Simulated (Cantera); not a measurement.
Input: 1 mol CH3F, 0.47 mol H2, equilibrated at 2.50 Pa.

These are equilibrium values from Cantera (NASA tables, ideal gas, pure condensed phases), not measurements of a reactor. Candidate condensed phases: C, C6H6, C7H8, C8H18; 95 gas species. Kinetics and transport are ignored.

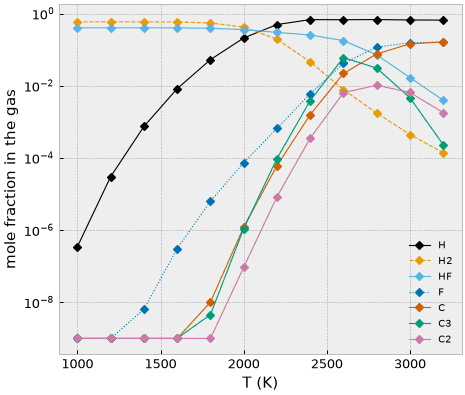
Fig. 1. Equilibrium gas composition (values under 1e-9 drawn at 1e-9)

**Question.** Read off the mole fractions at 2000 K.

**Answer.** H2 about 0.43, HF about 0.36, H about 0.21, F about 7.4e-5, C about 1.2e-6, C3 about 1.1e-6, C2 about 9.4e-8.
